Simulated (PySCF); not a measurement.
# What a change does: NMR shielding calculation on C7H9BN2

System: C7H9BN2, SMILES CC#[N+][BH2-]c1ccccn1.
Method of run 1: GIAO PBE0/pcSseg-1 NMR shielding, non-relativistic, IEF-PCM acetonitrile (PySCF 2.14.0).

The geometry comes from this level: PBE0-D3(BJ)/def2-SVP. Text and figures count atoms from 1; the logs count them from 0 in places.

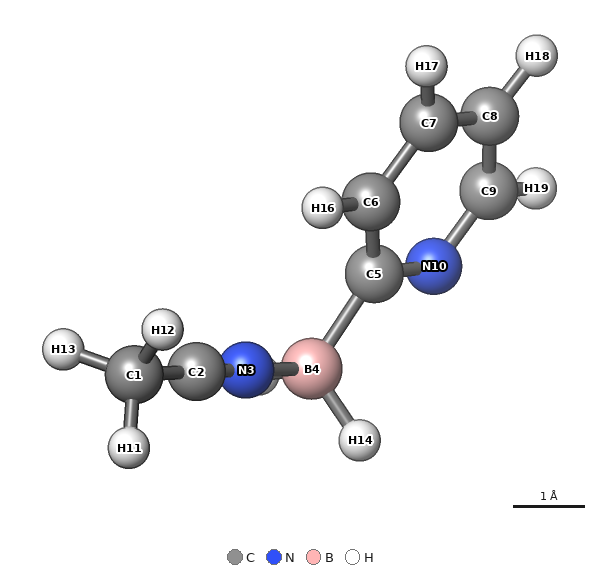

Figure 1. The structure as given in the input (ball-and-stick view, seen at a tilt; atoms are numbered from 1 in the order of the input).

**The input, run 1**
```
{"job": {"kind": "nmr", "xc": "PBE0", "basis": "pcSseg-1", "solvent": "acetonitrile", "pop": true}, "charge": 0, "multiplicity": 1}
C      3.849439     0.872778    -0.351191
C      2.670936     0.035948    -0.397131
N      1.740704    -0.639505    -0.439140
B      0.502622    -1.550795    -0.501300
C     -0.829239    -0.716074    -0.162604
C     -0.871542     0.655278     0.137733
C     -2.087220     1.275016     0.413958
C     -3.248614     0.509742     0.385561
C     -3.120140    -0.845942     0.078858
N     -1.963762    -1.440094    -0.184776
H      4.553199     0.568195    -1.139578
H      3.567815     1.923634    -0.511391
H      4.342318     0.777886     0.627328
H      0.502928    -1.996100    -1.641627
H      0.725966    -2.435998     0.313903
H      0.050133     1.244223     0.156009
H     -2.128080     2.342709     0.648430
H     -4.228605     0.944715     0.594168
H     -4.012541    -1.484678     0.046695
```

The first line tells a small driver script what to run in PySCF; the rest is the geometry in Å.

Command:
```bash
OMP_NUM_THREADS=1 python <driver script> task.json out
```

Hardware: 1 CPU thread, shared host.

**Output (run 1)**
```
coarse grid: 16392 points
cycle   1  E = -405.8583249296  dE =  1.501e+00  |g| = 4.627e-01  |ddm| = 4.056e+00
cycle   2  E = -405.7995721101  dE =  5.875e-02  |g| = 7.268e-01  |ddm| = 1.129e+00
cycle   3  E = -405.9155193007  dE = -1.159e-01  |g| = 1.738e-01  |ddm| = 5.625e-01
cycle   4  E = -405.9215603850  dE = -6.041e-03  |g| = 4.629e-02  |ddm| = 1.271e-01
cycle   5  E = -405.9219547957  dE = -3.944e-04  |g| = 1.648e-02  |ddm| = 3.776e-02
cycle   6  E = -405.9220088107  dE = -5.402e-05  |g| = 5.160e-03  |ddm| = 1.536e-02
cycle   7  E = -405.9220145246  dE = -5.714e-06  |g| = 1.294e-03  |ddm| = 5.359e-03
final grid: 160000 points
cycle   8  E = -405.9771859951  dE = -4.439e-05  |g| = 7.187e-03  |ddm| = 3.820e-02
cycle   9  E = -405.9771865769  dE = -5.818e-07  |g| = 7.228e-03  |ddm| = 1.363e-02
cycle  10  E = -405.9771996406  dE = -1.306e-05  |g| = 9.328e-04  |ddm| = 6.449e-03
cycle  11  E = -405.9771998450  dE = -2.045e-07  |g| = 3.129e-04  |ddm| = 9.450e-04
cycle  12  E = -405.9771998642  dE = -1.919e-08  |g| = 1.382e-04  |ddm| = 2.847e-04
cycle  13  E = -405.9771998680  dE = -3.755e-09  |g| = 4.478e-05  |ddm| = 1.045e-04
cycle  14  E = -405.9771998684  dE = -4.228e-10  |g| = 1.326e-05  |ddm| = 3.717e-05
converged SCF energy = -405.9771998684

GIAO shielding tensors (ppm)
atom      isotropic    diamagn.    paramagn.     s11        s22        s33       span
  0 C      182.465     248.375     -65.910    172.765    172.785    201.844     29.079
  1 C       57.934     273.076    -215.142    -44.304    -38.029    256.134    300.438
  2 N       54.229     331.900    -277.671    -86.160    -82.043    330.890    417.050
  3 B      126.483     187.538     -61.054    111.096    123.060    145.294     34.198
  4 C        3.847     255.758    -251.910   -102.768    -45.445    159.756    262.524
  5 C       55.998     257.727    -201.730    -63.420     54.113    177.299    240.719
  6 C       43.193     253.105    -209.911    -74.896     24.845    179.631    254.527
  7 C       59.987     259.536    -199.550    -52.602     55.922    176.640    229.242
  8 C       29.342     250.062    -220.719    -84.878     29.267    143.639    228.517
  9 N      -92.650     334.001    -426.651   -391.085   -182.390    295.525    686.609
 10 H       28.450      22.807       5.643     23.514     26.030     35.804     12.290
 11 H       28.383      28.358       0.025     23.248     26.533     35.368     12.120
 12 H       28.460      25.290       3.170     23.810     25.948     35.623     11.813
 13 H       28.292      29.731      -1.439     24.080     29.214     31.581      7.501
 14 H       28.301      29.887      -1.586     24.080     29.205     31.619      7.539
 15 H       23.660      37.150     -13.491     19.814     21.064     30.102     10.288
 16 H       23.407      31.567      -8.160     20.118     23.263     26.839      6.722
 17 H       24.077      29.329      -5.252     21.406     23.850     26.974      5.568
 18 H       22.550      27.922      -5.371     18.536     22.741     26.375      7.839
```

The input of run 2 differs as follows (lines with − go, lines with + come):
```diff
-"solvent": "acetonitrile"
-"pop": true
+"solvent": "dimethylsulfoxide"
+"pop": false
```

How does run 2 compare with run 1?

The total energy of run 2 is 0.19 kcal/mol lower: the change of the electrostatic solvation energy at this fixed geometry, without cavity or dispersion terms. The dipole moment goes from 11.58 to 11.62 D. Of all shieldings, the largest change is that of N3 and N10, by +0.3 ppm. The number of SCF iterations is the same.

**Output (run 2)**
```
coarse grid: 16392 points
cycle   1  E = -405.8588028712  dE =  1.501e+00  |g| = 4.622e-01  |ddm| = 4.056e+00
cycle   2  E = -405.8006146622  dE =  5.819e-02  |g| = 7.247e-01  |ddm| = 1.127e+00
cycle   3  E = -405.9158388636  dE = -1.152e-01  |g| = 1.737e-01  |ddm| = 5.604e-01
cycle   4  E = -405.9218729563  dE = -6.034e-03  |g| = 4.613e-02  |ddm| = 1.267e-01
cycle   5  E = -405.9222645870  dE = -3.916e-04  |g| = 1.644e-02  |ddm| = 3.769e-02
cycle   6  E = -405.9223183558  dE = -5.377e-05  |g| = 5.140e-03  |ddm| = 1.530e-02
cycle   7  E = -405.9223240184  dE = -5.663e-06  |g| = 1.290e-03  |ddm| = 5.337e-03
final grid: 160000 points
cycle   8  E = -405.9774944568  dE = -4.441e-05  |g| = 7.183e-03  |ddm| = 3.820e-02
cycle   9  E = -405.9774950642  dE = -6.073e-07  |g| = 7.217e-03  |ddm| = 1.361e-02
cycle  10  E = -405.9775080877  dE = -1.302e-05  |g| = 9.308e-04  |ddm| = 6.433e-03
cycle  11  E = -405.9775082910  dE = -2.033e-07  |g| = 3.130e-04  |ddm| = 9.410e-04
cycle  12  E = -405.9775083101  dE = -1.917e-08  |g| = 1.382e-04  |ddm| = 2.838e-04
cycle  13  E = -405.9775083139  dE = -3.758e-09  |g| = 4.468e-05  |ddm| = 1.045e-04
cycle  14  E = -405.9775083143  dE = -4.204e-10  |g| = 1.316e-05  |ddm| = 3.714e-05
converged SCF energy = -405.9775083143

GIAO shielding tensors (ppm)
atom      isotropic    diamagn.    paramagn.     s11        s22        s33       span
  0 C      182.463     248.374     -65.912    172.743    172.766    201.879     29.136
  1 C       57.842     273.075    -215.232    -44.456    -38.202    256.185    300.641
  2 N       54.481     331.891    -277.409    -85.756    -81.691    330.891    416.647
  3 B      126.481     187.519     -61.038    111.093    123.066    145.284     34.190
  4 C        3.865     255.777    -251.912   -102.749    -45.417    159.762    262.511
  5 C       55.938     257.712    -201.773    -63.488     53.961    177.343    240.831
  6 C       43.140     253.097    -209.956    -74.958     24.708    179.671    254.630
  7 C       59.949     259.530    -199.581    -52.659     55.833    176.672    229.331
  8 C       29.349     250.072    -220.723    -84.860     29.250    143.657    228.517
  9 N      -92.337     334.047    -426.384   -390.249   -182.268    295.504    685.753
 10 H       28.446      22.798       5.648     23.511     26.026     35.802     12.291
 11 H       28.378      28.352       0.026     23.242     26.525     35.366     12.124
 12 H       28.456      25.283       3.174     23.806     25.942     35.621     11.815
 13 H       28.298      29.741      -1.443     24.086     29.221     31.585      7.499
 14 H       28.307      29.896      -1.589     24.086     29.212     31.623      7.537
 15 H       23.650      37.136     -13.486     19.800     21.058     30.091     10.290
 16 H       23.399      31.561      -8.162     20.109     23.256     26.832      6.723
 17 H       24.070      29.325      -5.255     21.399     23.846     26.966      5.567
 18 H       22.551      27.920      -5.369     18.534     22.746     26.372      7.838
```

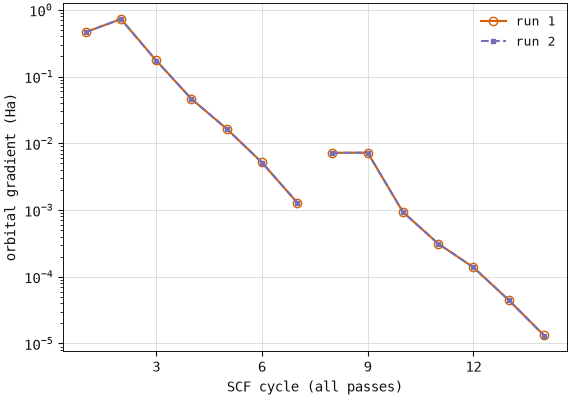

Figure 2. Convergence of the two runs: orbital gradient against the SCF cycle. A break in a curve parts two SCF passes (coarse and final grid). Run 1 takes 14 cycles in all, and run 2 takes 14.

**The two runs side by side**

```csv
quantity,run 1,run 2
outcome,converged,converged
total energy (hartree),−405.977200,−405.977508
HOMO (eV),−6.99,−6.99
LUMO (eV),−0.62,−0.62
dipole moment (D),11.58,11.62
shielding of C2 (ppm),57.9,57.8
shielding of N3 (ppm),54.2,54.5
shielding of C5 (ppm),3.8,3.9
shielding of C6 (ppm),56.0,55.9
shielding of C7 (ppm),43.2,43.1
shielding of C8 (ppm),60.0,59.9
shielding of N10 (ppm),−92.6,−92.3
SCF iterations,14,14
basis functions,215,215
wall time (shared host),2 min,1.8 min
```
